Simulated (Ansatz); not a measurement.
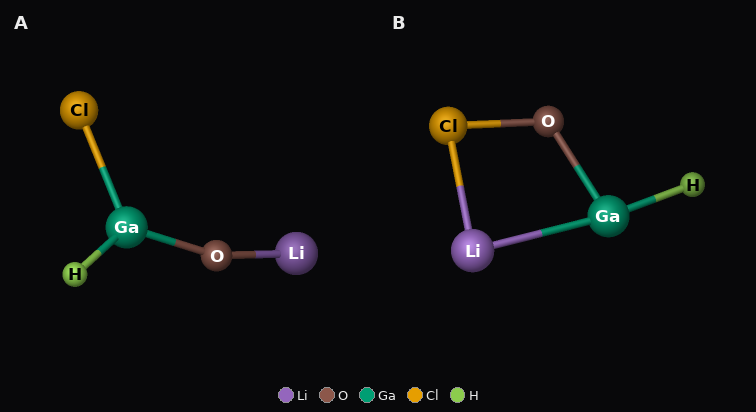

2 stationary structures of one formula. Geometries: PBE-D4/def2-SVP. Electronic energies: PBE-D4/def2-SVP (Ansatz 0.2.0), without zero-point energy. No frequency run is at hand to confirm each as a minimum.

Rank them by energy, lowest first.

Answer. A is lowest (Cs); B lies 95.7 kcal/mol above it (Cs).
